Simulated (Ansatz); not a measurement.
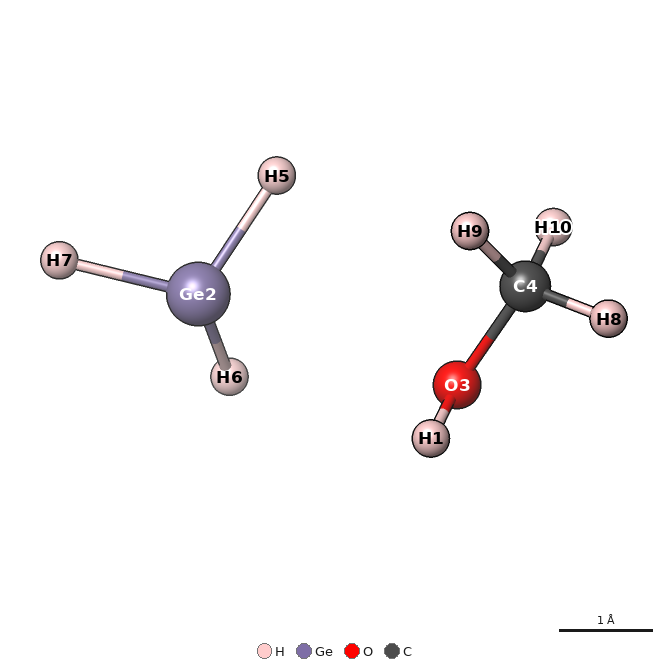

Orthographic view. Distant atoms are faded towards the background colour. State: neutral, doublet. The computed structure is the end point of a PBE0-D4/def2-TZVP optimisation.

List the bonded neighbours of every atom.

H1: O3
Ge2: H5, H6, H7
O3: H1, C4
C4: O3, H8, H9, H10
H5: Ge2
H6: Ge2
H7: Ge2
H8: C4
H9: C4
H10: C4
